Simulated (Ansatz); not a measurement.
A series of calculations on C2H4N

## 1. Relaxation

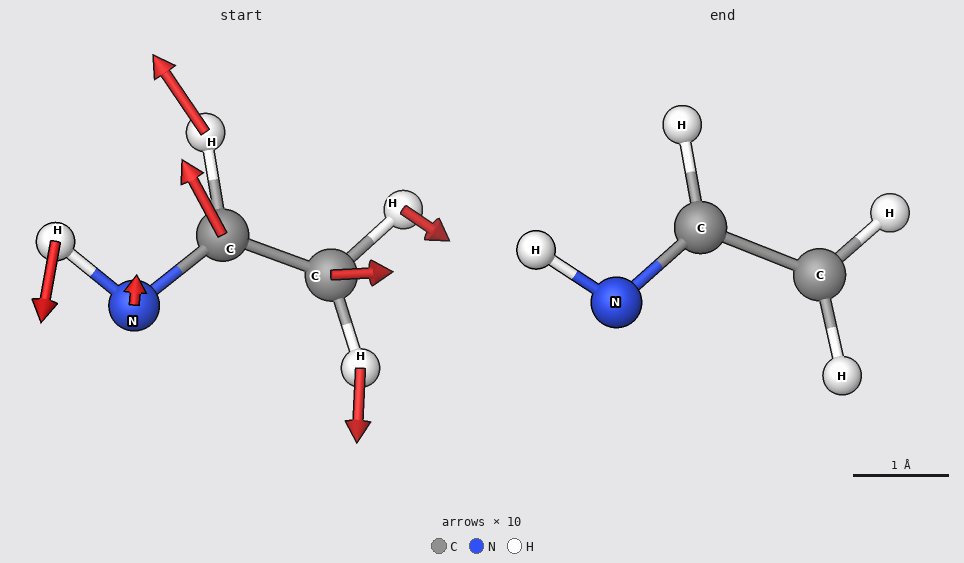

The structure of C2H4N (multiplicity 2) before (left) and after (right) a relaxation, at one scale. The red arrows give the displacements, 10 times their true length.

Style: ball-and-stick. Shown at a tilt.

The run prepares an end point of a later path (torsion) calculation, from a guessed geometry.

Computed with UKS PBE/def2-SVP in Ansatz 0.2.0. Settings: collinear spin; force threshold 0.015 eV/Å; at most 40 steps.

Describe what moved and what it gained.

Answer. The energy falls by 0.593 eV in 5 accepted moves (6 points after the start). Largest force component: 5.9 eV/Å at the start, 0.0062 eV/Å at the end. The line search rejected the trial step at point 4 of the run. An H atom moves most after the best rigid fit: 0.10 Å. Largest moves by element: H 0.10 Å, C 0.09 Å, N 0.03 Å. Among the contacts that change: C–C 1.279 → 1.410 Å, C–H 1.035 → 1.101 Å, H–N 1.087 → 1.036 Å, C–H 1.134 → 1.100 Å. Bond angles that change, for instance: C–C–N 125.4° → 121.0°, H–C–H 115.6° → 119.5°, C–C–H 122.4° → 119.2°. The run took 14 s on 1 thread of Arm Neoverse V2 (shared host), peak memory 0.12 GiB.

## 2. Relaxation

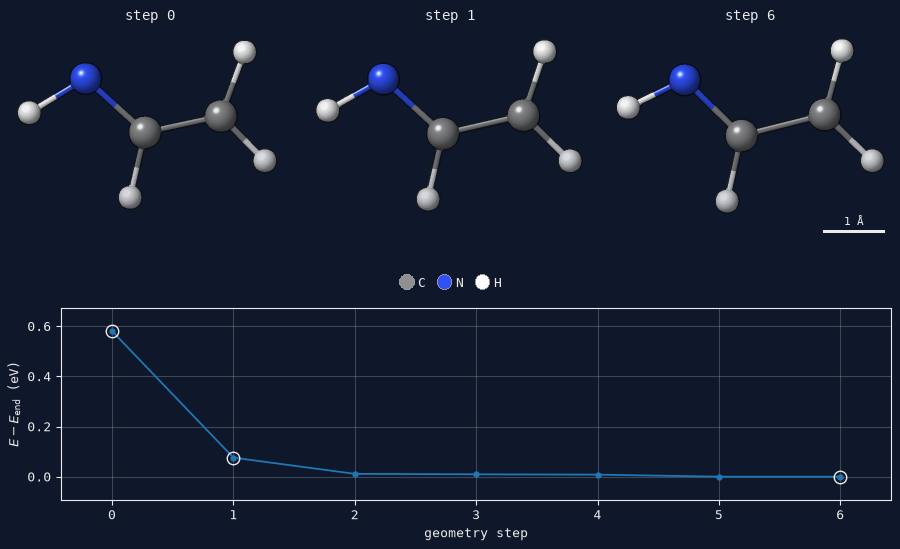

Frames of a relaxation of C$_{2}$H$_{4}$N (multiplicity 2), marked on the history of the run. The picture is a ball-and-stick view, seen at a tilt.

The run prepares an end point of a later path (torsion) calculation, from a guessed geometry.

Method: UKS PBE/def2-SVP (Ansatz 0.2.0). Set-up: collinear spin; force threshold 0.015 eV/Å; at most 40 steps.

Question: Describe the path.

Answer: Over 6 geometry steps the energy falls by 0.581 eV. Largest force component: 5.5 eV/Å at the start, 0.0092 eV/Å at the end. The atom that moves furthest after the best rigid fit is an H atom (0.12 Å). Largest moves by element: H 0.12 Å, C 0.08 Å, N 0.03 Å. Near-neighbour distances that change, for instance: C–C 1.279 → 1.410 Å, C–H 1.035 → 1.100 Å, H–N 1.087 → 1.036 Å, C–H 1.134 → 1.101 Å. Among the angles between lasting bonds that change: C–C–N 125.4° → 121.0°, H–C–H 115.6° → 119.4°, C–N–H 105.9° → 109.0°. Cost: 13 s on 1 thread of Arm Neoverse V2 (shared host), peak memory 0.22 GiB. From step 0 to 1: an H atom moves most (0.09 Å), energy −0.505 eV. From step 1 to 6: an H atom moves most (0.05 Å), energy −0.076 eV.

## 3. Path

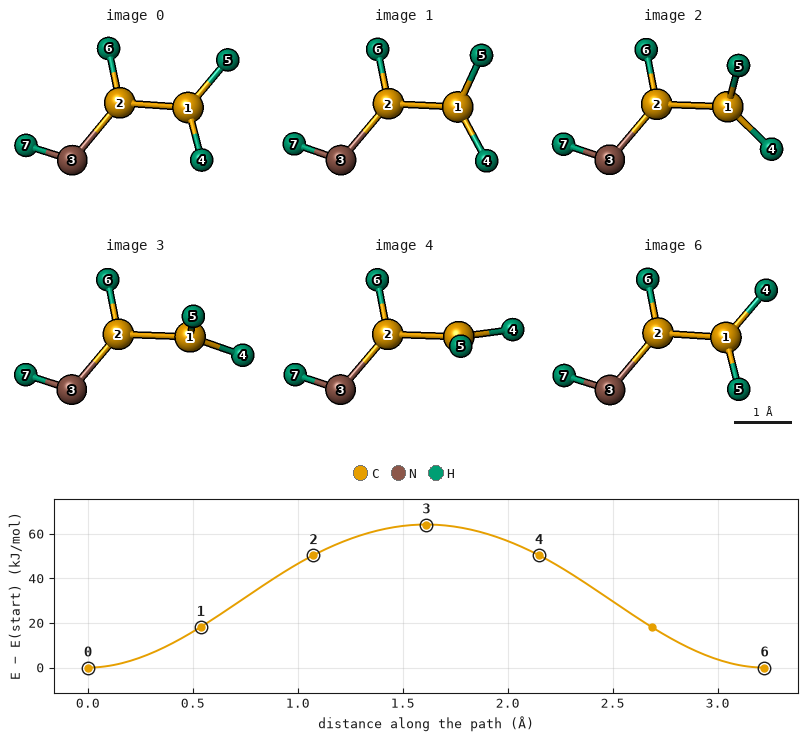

A search for the minimum-energy path of C₂H₄N (multiplicity 2) by the nudged elastic band. Images are numbered from 0 (start) to 6 (end). Style: ball-and-stick. Shown at a tilt.

Computed with UKS PBE/def2-SVP in Ansatz.

Input file:
```yaml
crystal:
  periodic: [false, false, false]
  atoms:
    - { symbol: C, position_ang: [-0.920463, 0.323723, -0.415453] }
    - { symbol: C, position_ang: [0.33977, 0.078242, 0.167992] }
    - { symbol: "N", position_ang: [0.830537, -1.145336, 0.238115] }
    - { symbol: H, position_ang: [-1.499961, -0.522087, -0.817389] }
    - { symbol: H, position_ang: [-1.334569, 1.340785, -0.47688] }
    - { symbol: H, position_ang: [0.887633, 0.967544, 0.560362] }
    - { symbol: H, position_ang: [1.758353, -1.11087, 0.697553] }
magnetization:
  spin_polarized: true
  initial_magnetization: 1
basis:
  gaussian: { orbitals: def2-SVP }
hamiltonian:
  xc: pbe
neb:
  order_check: false
  images: 5
  f_tol: 0.03
  max_iterations: 60
  initial_path: idpp
  final_atoms:
    - { symbol: C, position_ang: [-0.92020208, 0.32380306, -0.41538446] }
    - { symbol: C, position_ang: [0.34001641, 0.07796383, 0.1680507] }
    - { symbol: "N", position_ang: [0.83074679, -1.14555761, 0.23812561] }
    - { symbol: H, position_ang: [-1.33467604, 1.34091787, -0.47684408] }
    - { symbol: H, position_ang: [-1.50023134, -0.52174124, -0.81746594] }
    - { symbol: H, position_ang: [0.88706767, 0.96768654, 0.56013723] }
    - { symbol: H, position_ang: [1.75857858, -1.11107144, 0.69768094] }
```

Run as
```bash
ansatz run input.yaml --threads 1 --pin off --max-ram 2048MiB --backend cpu --events-out ev --progress --plain --runs-dir out
```

Q: Describe the mechanism and the energy profile.

A: The barrier is about 64.2 kJ/mol in both directions, with image 3 at the top; the ends have the same energy. The motion is a rotation about the C1–C2 bond by about 180°. No bond forms or breaks between the ends. The band is converged. At the top, the vibrational analysis gives one imaginary mode (449i cm⁻¹), as a transition state must have.
